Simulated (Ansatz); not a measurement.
# C2H4F2 (1,2-difluoroethane) at r2SCAN/def2-SVPD

What is the vertical ionisation energy of C2H4F2 (1,2-difluoroethane) at r2SCAN/def2-SVPD? 

The results are computed with Ansatz 0.2.0.

28 further runs of the same task are left out: 28 set aside as unsound or not needed.

### 1 The structure to begin with

C2H4F2: 8 atoms, total charge 0, spin state singlet. SMILES: `FCCF`. The coordinates come from a PBE0-D4/def2-TZVP relaxation. This is one conformer, not always the lowest.

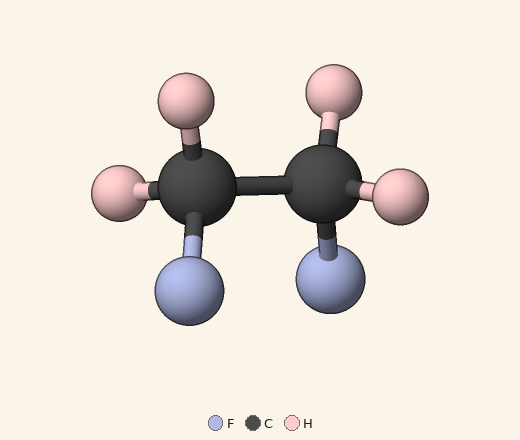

Viewed from a chosen angle; fluorine light blue, carbon dark grey, hydrogen pink.

### 2 A single-point energy at r2SCAN/def2-SVPD

Input file in.yaml:

```yaml
crystal:
  periodic: [false, false, false]
  atoms:
    - {symbol: F, position_ang: [-1.312370, 0.775570, 0.874010]}
    - {symbol: C, position_ang: [-0.115750, 0.716060, 0.193200]}
    - {symbol: C, position_ang: [0.217900, -0.696080, -0.177380]}
    - {symbol: F, position_ang: [-0.618130, -1.153280, -1.172850]}
    - {symbol: H, position_ang: [-0.201180, 1.337840, -0.702830]}
    - {symbol: H, position_ang: [0.670250, 1.117960, 0.841860]}
    - {symbol: H, position_ang: [1.248900, -0.742470, -0.544780]}
    - {symbol: H, position_ang: [0.110390, -1.355610, 0.688780]}
basis:
  gaussian:
    orbitals: def2-SVPD
hamiltonian:
  xc: {name: r2SCAN}
accuracy: high
output:
  orbitals: {seedname: orbitals}
```

On the command line:

```console
$ ansatz run in.yaml --threads 1 --pin off --max-ram 3480MiB --events-out events.jsonl --progress --plain --runs-dir runs
```

Standard output:

```text
Warning: RAYON_NUM_THREADS=1 ignored (pool sized by the plan → 1); use --threads N
Functional definition: r2SCAN
  name "r2SCAN"
  parameter k0 = 0.174
  parameter k1 = 0.065
  parameter a1 = 4.9479
  exchange = r2scan_x(k0 = k0, k1 = k1, a1 = a1)
  correlation = r2scan_c
2408 factors; integrals over basis functions are off by at most 3.2e-9 eV
mean field evaluation 1: about -7560.7059 eV, gradient 3.7e1 eV
mean field evaluation 2: about -7559.7965 eV, gradient 4.4e1 eV
mean field evaluation 4: about -7563.7039 eV, gradient 2.7e0 eV
mean field evaluation 8: about -7563.7194 eV, gradient 5.4e-2 eV
mean field evaluation 16: about -7563.7194 eV, gradient 3.9e-6 eV
mean field -7563.71939294 eV, -277.9615608172 hartree, gradient 6.4e-8 eV, S^2 0.000000; 0 other end points of the search recorded, 0 dependent functions left out
reference -7563.71939380 eV, -277.9615608491 hartree; 17, 17 occupied and 101, 101 virtual orbitals, 2408 factors
Total energy: -7563.71939380 eV, -277.9615608491 hartree
```

Wall time 4.5 s (1 thread of AMD EPYC 9R45 (Zen 5), shared host); peak memory 0.4 GiB.

### 3 The doublet cation, same level

Input file input.yaml:

```yaml
crystal:
  periodic: [false, false, false]
  atoms:
    - {symbol: F, position_ang: [-1.312370, 0.775570, 0.874010]}
    - {symbol: C, position_ang: [-0.115750, 0.716060, 0.193200]}
    - {symbol: C, position_ang: [0.217900, -0.696080, -0.177380]}
    - {symbol: F, position_ang: [-0.618130, -1.153280, -1.172850]}
    - {symbol: H, position_ang: [-0.201180, 1.337840, -0.702830]}
    - {symbol: H, position_ang: [0.670250, 1.117960, 0.841860]}
    - {symbol: H, position_ang: [1.248900, -0.742470, -0.544780]}
    - {symbol: H, position_ang: [0.110390, -1.355610, 0.688780]}
basis:
  gaussian:
    orbitals: def2-SVPD
output:
  orbitals: {seedname: orbitals}
magnetization:
  spin_polarized: true
  initial_magnetization: 1
total_charge: 1
hamiltonian:
  xc: {name: r2SCAN}
accuracy: high
```

On the command line:

```console
$ ansatz run input.yaml --threads 1 --pin off --max-ram 3480MiB --events-out events.jsonl --progress --plain --runs-dir runs
```

Standard output, shortened:

```text
Warning: RAYON_NUM_THREADS=1 ignored (pool sized by the plan → 1); use --threads N
[... 7 set-up lines as earlier in the session ...]
2408 factors; integrals over basis functions are off by at most 3.2e-9 eV
mean field evaluation 1: about -7544.7269 eV, gradient 4.3e1 eV
mean field evaluation 2: about -7536.4319 eV, gradient 6.7e1 eV
mean field evaluation 4: about -7551.6258 eV, gradient 7.0e0 eV
mean field evaluation 8: about -7551.8077 eV, gradient 3.2e-1 eV
mean field evaluation 16: about -7551.8105 eV, gradient 2.9e-3 eV
mean field evaluation 32: about -7551.2491 eV, gradient 5.6e0 eV
mean field -7551.81047709 eV, -277.5239162321 hartree, gradient 9.1e-8 eV, S^2 0.752383; 7 other end points of the search recorded, 0 dependent functions left out
reference -7551.81048194 eV, -277.5239164102 hartree; 17, 16 occupied and 101, 102 virtual orbitals, 2408 factors
Total energy: -7551.81048194 eV, -277.5239164102 hartree
```

It took 13 s on 1 thread of AMD EPYC 9R45 (Zen 5), shared host; peak memory 0.57 GiB.

### 4 Results

Level: r2SCAN/def2-SVPD.

```
                                          quantity          value
                      singlet C2H4F2: total energy  -277.96156 Eh
                       singlet C2H4F2: HOMO energy       -8.30 eV
                       singlet C2H4F2: LUMO energy        0.85 eV
                     singlet C2H4F2: HOMO–LUMO gap        9.16 eV
                      doublet cation: total energy  -277.52392 Eh
doublet cation: HOMO energy (highest over α and β)      -16.16 eV
 doublet cation: LUMO energy (lowest over α and β)      -15.53 eV
                              doublet cation: ⟨S²⟩          0.752
vertical ionisation energy (to the doublet cation)      11.909 eV
```

The vertical ionisation energy comes to 11.91 eV (275 kcal/mol). The negative HOMO energy of the first species, 8.30 eV, lies 3.60 eV below that difference.
